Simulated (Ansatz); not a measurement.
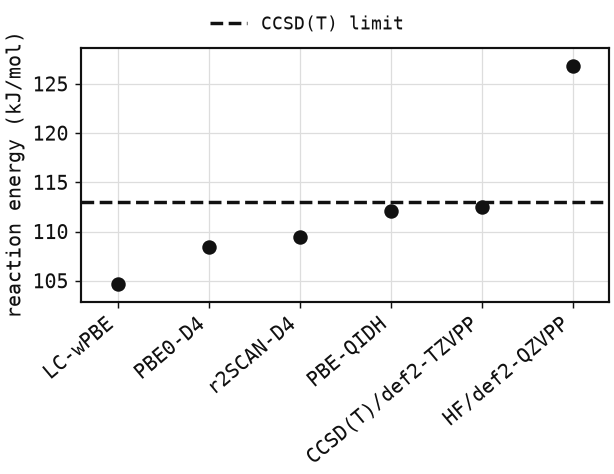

Electronic reaction energy of GaBr₂F ([F][Ga]([Br])[Br]) + SiNH₃OF₂ (N[Si](O)(F)F) → GaBrF₂ ([F][Ga]([F])[Br]) + SiNH₃OBrF (N[Si](O)(F)Br) (SMILES in brackets) at several levels (functionals in def2-TZVPP unless a basis is named), isolated molecules at PBE0-D4 triple-zeta geometries, minima by their frequencies, no zero-point or thermal terms, the Ansatz code. The line is frozen-core CCSD(T) at the basis limit (MP2 extrapolated from triple and quadruple zeta, plus CCSD(T) less MP2 in a smaller set). PBE-QIDH holds a correlation term that converges slowly with the basis, so part of the distance to the limit is basis error. No dispersion term is added to LC-wPBE and PBE-QIDH. The distance of CCSD(T)/def2-TZVPP to the limit includes basis error.

What do zero-point energy and temperature add?

Zero-point change −1.7 kJ/mol; at 298.15 K and 1 bar the CCSD(T) limit plus thermal terms gives an enthalpy of reaction of 111.5 and a free energy of 111.2 kJ/mol (harmonic PBE0-D4 modes, ideal gas).

What range do the values span, the line included?

From 104.6 kJ/mol (LC-wPBE) to 126.8 kJ/mol (HF/def2-QZVPP).

Known limits of this run: no scalar relativity up to krypton; outer-core shells are correlated without core-valence functions, which makes the correlated values less sure.
